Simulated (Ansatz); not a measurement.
# Band edges and screening of MA₂Z₄ layers

How do lattice constant, gap, band edges against the vacuum and out-of-plane screening change with the elements?

How it was computed: Ansatz 0.2.0, plane waves with PAW datasets (its set soft_2), PBE with D3(BJ) or D4 dispersion as listed, spin-polarised where a moment is listed. Cell and atoms are relaxed, then single points with 18 Å of vacuum and a dipole correction give the bands along the symmetry path and the vacuum levels; the slope of the dipole p over the fields up to 0.1 V/Å along the normal (atoms held, so electronic screening alone; stronger fields, where run, are left out of the fit) is quoted as p/(ε₀AE), the thickness of a perfect conductor with the same dipole.

What came out:

```tsv
layer	upper / lower face	dispersion	moment (μB a cell)	a (Å)	gap (eV)	ionisation energy (eV)	affinity (eV)	work function (eV)	vacuum step (eV)	outer atoms apart (Å)	equivalent conductor (Å)
VSi2N4	N / N	D3	1.0	2.87	0.15	5.51	5.36	-	0.00	6.90	7.83
MoSi2N4	N / N	D3	-	2.89	2.04	5.54	3.50	-	0.00	7.06	7.87
WSi2N4	N / N	D3	-	2.89	2.43	5.34	2.91	-	0.00	7.08	7.84
TiSi2N4	N / N	D3	-	2.92	1.37	6.65	5.28	-	0.00	6.87	7.89
NbSi2N4	N / N	D3	0.9	2.95	none	-	-	5.40	0.00	7.02	7.96
TaSi2N4	N / N	D3	0.8	2.95	none	-	-	5.28	0.00	7.02	7.93
VGe2N4	N / N	D3	1.0	2.98	0.20	5.88	5.68	-	0.00	7.32	8.29
MoGe2N4	N / N	D3	-	3.00	1.23	5.67	4.44	-	0.00	7.45	8.31
WGe2N4	N / N	D3	-	3.00	1.60	5.47	3.87	-	0.00	7.47	8.31
HfSi2N4	N / N	D3	-	3.02	1.57	6.32	4.74	-	0.00	6.94	7.97
ZrSi2N4	N / N	D3	-	3.03	1.28	6.20	4.92	-	0.00	6.95	8.04
TiGe2N4	N / N	D3	-	3.04	1.31	6.87	5.57	-	0.00	7.29	8.32
TaGe2N4	N / N	D3	0.6	3.06	none	-	-	5.43	0.00	7.42	8.34
NbGe2N4	N / N	D3	0.8	3.06	none	-	-	5.54	0.00	7.41	8.37
HfGe2N4	N / N	D3	-	3.13	1.64	6.79	5.14	-	0.00	7.33	8.32
MoSi2P4	P / P	D3	-	3.42	0.99	5.43	4.44	-	0.00	9.43	11.27
```

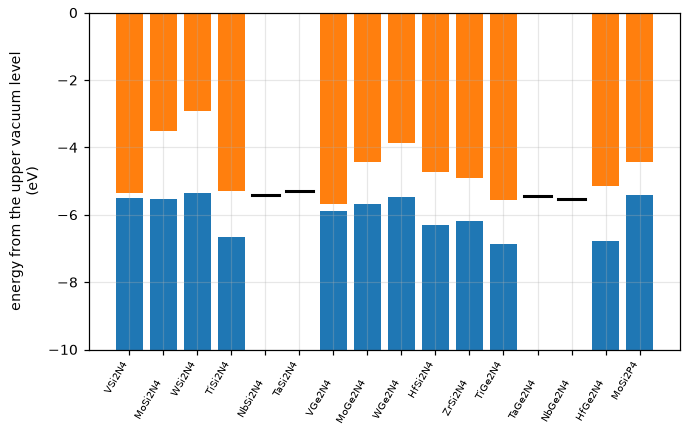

Valence bands (blue), conduction bands (orange) and Fermi levels of gapless layers (black) against the vacuum level above the layer.

**Reading.** The rows are sorted by lattice constant, from 2.87 Å (VSi2N4) to 3.42 Å (MoSi2P4). 12 of the 16 layers have a gap over 0.05 eV, from 0.15 eV (VSi2N4) to 2.43 eV (WSi2N4). The equivalent conductor thickness less the distance between the outer atoms runs from +0.8 to +1.8 Å. The gap shows no steady trend with the lattice constant. Ionisation energies run from 5.34 eV (WSi2N4) to 6.87 eV (TiGe2N4). The work functions of the gapless layers run from 5.28 eV (TaSi2N4) to 5.54 eV (NbGe2N4). VSi2N4, NbSi2N4, TaSi2N4, VGe2N4, TaGe2N4 and NbGe2N4 keep a moment.

Caveats: PBE gaps usually lie under quasiparticle gaps, and spin-orbit coupling and excitons are left out. The layers are built from prototypes, and no phonons were run to test their stability; OH-capped layers and open-shell layers run without spin are not listed. In the rows with elements from Sb on, spin-orbit coupling can change gaps by tenths of an eV. In the MA₂Z₄ layers the outer anions sit over the metal atoms, one of several polytypes and maybe not the one that has been grown. Spin-polarised layers come from one ferromagnetic start in the smallest cell, without a Hubbard term, so a missing gap can be the functional's fault. The table is a selection: not every member that was run is listed.

[Logs are printed without paths, hosts, clocks, repeated set-up lines and the standing remarks that a program may print on its own settings, such as how far it seeks lower states.]
